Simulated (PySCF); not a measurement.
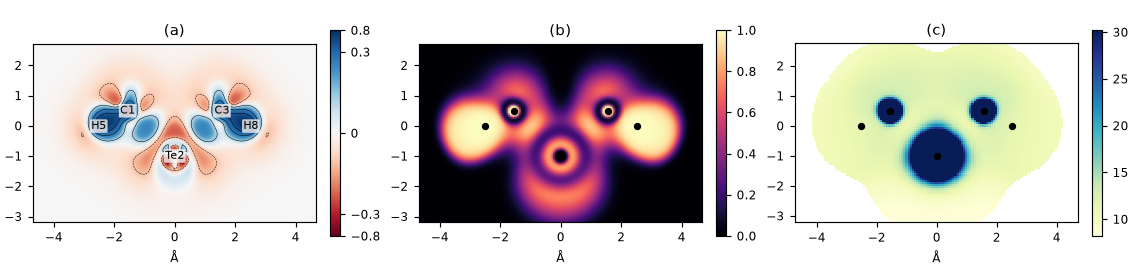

*C$_{2}$H$_{6}$Te, SMILES `C[Te]C`. Three fields in the plane of C1, Te2, C3, H5 and H8. (a): blue positive, red negative.*

Computed with PySCF, LDA (SVWN)/def2-TZVP, geometry: GFN2-xTB. Core potentials replace the inner electrons of Te; spin–orbit coupling isn't included. No frequency check shows the geometry to be a minimum. GFN2-xTB bond lengths at metals and heavier atoms can be off by up to 0.1 Å and shapes distorted, which carries into these values.

Geometry (Å), atoms numbered from 1:

```
C1       1.5608   -1.0891    0.0001
Te2      0.0000    0.4052    0.0000
C3      -1.5609   -1.0890   -0.0001
H4       1.4835   -1.7088    0.8843
H5       2.5163   -0.5829   -0.0002
H6       1.4834   -1.7090   -0.8842
H7      -1.4838   -1.7087    0.8842
H8      -2.5163   -0.5827    0.0002
H9      -1.4836   -1.7088   -0.8843
```

The panels show, in some order, the electron localisation function (ELF), average local ionisation energy and deformation density. Which is which?

(a) is the deformation density: it has both signs, with gains where valence electrons gather and losses around them. (b) is the electron localisation function (ELF): it runs from 0 to 1 and is close to 1 over wide basins that fill the valence regions. (c) is the average local ionisation energy: it is high near the heavier nuclei and lowest where loosely bound electrons reach out.
